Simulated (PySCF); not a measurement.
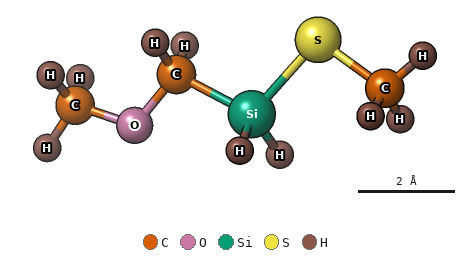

Fig. 1: The input geometry (ball-and-stick view, seen at a tilt). Bond lengths as drawn: C–H 1.08 to 1.10 Å, C–O 1.40 to 1.41 Å, C–S 1.82 Å, C–Si 1.89 Å, H–Si 1.46 Å and S–Si 2.14 Å.

# Run report: C3H10OSSi, NMR shielding calculation

- system: C3H10OSSi, SMILES COC[SiH2]SC
- method: GIAO PBE0/pcSseg-1 NMR shielding, non-relativistic, gas phase (PySCF 2.14.0)

The geometry comes from this level: GFN2-xTB. Figures and captions count atoms from 1; the log counts them from 0 in places.

Input:
```
{"job": {"xc": "PBE0", "basis": "pcSseg-1", "kind": "nmr", "pop": true}, "charge": 0, "multiplicity": 1}
C     -3.291095     0.194340     0.293275
O     -1.939140    -0.028114     0.602277
C     -1.072296     0.207438    -0.487368
Si     0.657989    -0.158500     0.189977
S      2.044131     0.177532    -1.411259
C      3.592874    -0.225967    -0.544717
H     -3.626785    -0.469791    -0.513120
H     -3.460586     1.233702    -0.015077
H     -3.859678    -0.014437     1.197416
H     -1.335736    -0.442077    -1.333507
H     -1.172282     1.243692    -0.838627
H      0.774848    -1.552756     0.614479
H      0.996674     0.746248     1.287445
H      3.725367     0.447570     0.295030
H      3.560208    -1.254880    -0.203258
H      4.397908    -0.095057    -1.259133
```

The first line tells a small driver script what to run in PySCF; the rest is the geometry in Å.

Hardware: 1 CPU thread, shared host.

Launch command:
```bash
OMP_NUM_THREADS=1 python <driver script> task.json out
```

Output:
```
coarse grid: 13792 points
cycle   1  E = -882.5961516420  dE =  4.042e-01  |g| = 5.299e-01  |ddm| = 3.419e+00
cycle   2  E = -882.5508352190  dE =  4.532e-02  |g| = 7.417e-01  |ddm| = 1.101e+00
cycle   3  E = -882.6530703386  dE = -1.022e-01  |g| = 7.638e-02  |ddm| = 6.512e-01
cycle   4  E = -882.6540727817  dE = -1.002e-03  |g| = 2.779e-02  |ddm| = 9.079e-02
cycle   5  E = -882.6542519402  dE = -1.792e-04  |g| = 5.396e-03  |ddm| = 3.662e-02
cycle   6  E = -882.6542587262  dE = -6.786e-06  |g| = 1.157e-03  |ddm| = 7.135e-03
final grid: 122224 points
cycle   7  E = -882.7022207054  dE = -2.039e-05  |g| = 1.173e-02  |ddm| = 2.270e-02
cycle   8  E = -882.7021996478  dE =  2.106e-05  |g| = 1.579e-02  |ddm| = 1.682e-02
cycle   9  E = -882.7022484468  dE = -4.880e-05  |g| = 1.253e-03  |ddm| = 9.710e-03
cycle  10  E = -882.7022487707  dE = -3.239e-07  |g| = 1.363e-04  |ddm| = 1.143e-03
cycle  11  E = -882.7022487743  dE = -3.610e-09  |g| = 6.401e-05  |ddm| = 1.970e-04
cycle  12  E = -882.7022487753  dE = -1.022e-09  |g| = 1.711e-05  |ddm| = 6.817e-05
cycle  13  E = -882.7022487754  dE = -6.094e-11  |g| = 3.370e-06  |ddm| = 1.442e-05
```

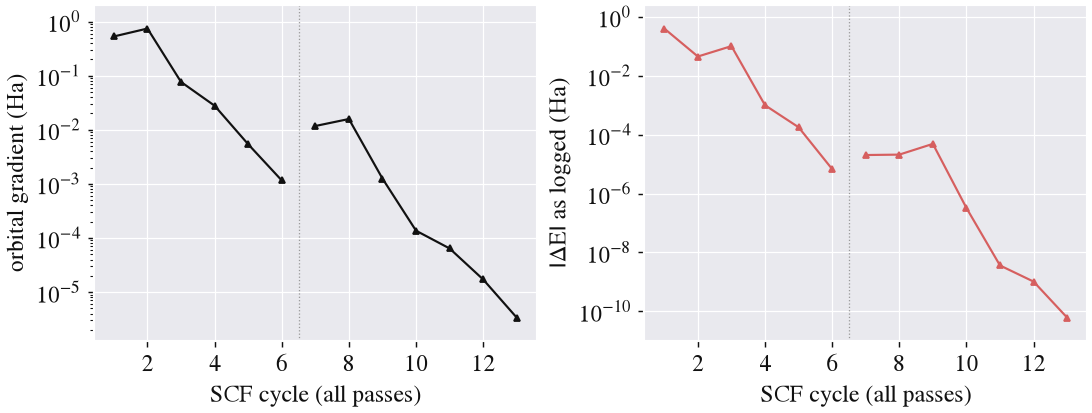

Fig. 2: Convergence of the self-consistent field: orbital gradient and size of the energy change against the SCF cycle. The dotted line marks the change from a coarse to the final integration grid. The first 6 cycles use a coarse grid, the final grid takes over at cycle 7, and the field converges after 13 cycles in all.

```
converged SCF energy = -882.7022487754

GIAO shielding tensors (ppm)
atom      isotropic    diamagn.    paramagn.     s11        s22        s33       span
  0 C      121.333     242.344    -121.011     89.744     90.488    183.767     94.023
  1 O      335.585     398.915     -63.330    321.001    332.288    353.466     32.465
  2 C      123.319     252.866    -129.547     85.163     97.228    187.566    102.403
  3 Si     375.061     880.668    -505.607    336.842    362.828    425.514     88.672
  4 S      733.809    1059.984    -326.175    636.842    650.974    913.611    276.769
  5 C      172.867     250.552     -77.684    163.279    164.042    191.280     28.002
  6 H       28.424      28.156       0.268     24.747     26.186     34.341      9.594
  7 H       28.427      28.210       0.217     24.754     26.188     34.340      9.586
  8 H       27.792      27.761       0.031     23.750     25.143     34.481     10.731
  9 H       28.322      32.771      -4.449     24.688     28.193     32.086      7.398
 10 H       28.324      32.851      -4.527     24.690     28.196     32.085      7.396
 11 H       26.970      30.456      -3.486     23.171     25.901     31.839      8.668
 12 H       26.970      30.486      -3.516     23.170     25.902     31.838      8.668
 13 H       29.756      29.589       0.167     24.042     27.720     37.505     13.464
 14 H       29.757      29.533       0.224     24.041     27.725     37.506     13.465
 15 H       29.589      27.882       1.708     23.733     26.704     38.331     14.597
```

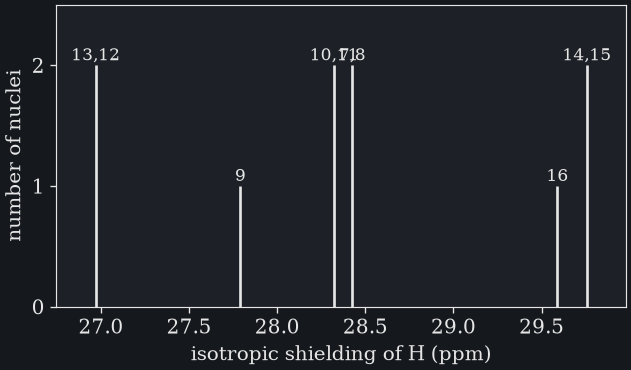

Fig. 3: Isotropic shieldings of the hydrogen nuclei in this fixed geometry, labelled by atom number; shielding grows to the right, so chemical shift grows to the left. The least shielded is H13 (27.0 ppm), the most shielded H15 (29.8 ppm).

Results in brief:

| quantity | value |
| --- | --- |
| outcome | converged |
| total energy | −882.702249 hartree |
| HOMO | −6.74 eV |
| LUMO | 0.39 eV |
| dipole moment | 0.55 D |
| isotropic shielding, C | 121.3 to 172.9 ppm |
| isotropic shielding, O | 335.6 ppm |
| isotropic shielding, Si | 375.1 ppm |
| isotropic shielding, S | 733.8 ppm |
| isotropic shielding, H | 27.0 to 29.8 ppm |
| wall time | 31 s |
| peak memory | 0.77 GiB |
